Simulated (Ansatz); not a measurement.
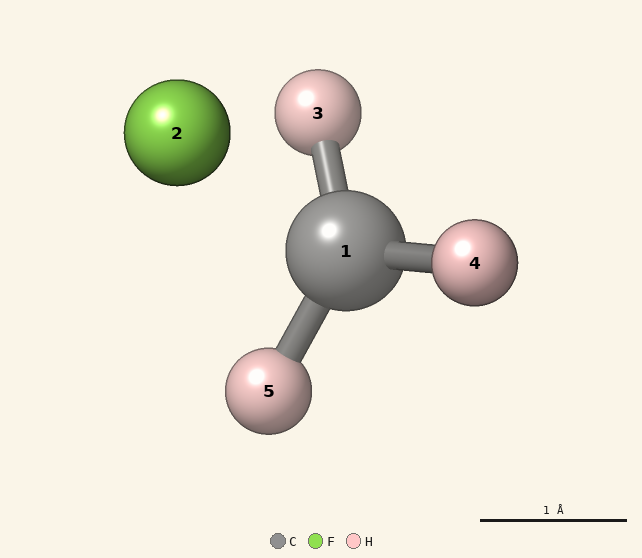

Simulated data, not a measurement (program: Ansatz).

Orthographic view. Atoms fade into the background with distance from the viewer. Charge +1, doublet. Geometry: a fixed input geometry, not necessarily a minimum.

Give the distance matrix in Å.

```tsv
atom	C1	F2	H3	H4	H5
C1	0.00				
F2	2.00	0.00			
H3	1.12	2.21	0.00		
H4	1.11	2.35	1.94	0.00	
H5	1.12	2.46	1.98	1.87	0.00
```
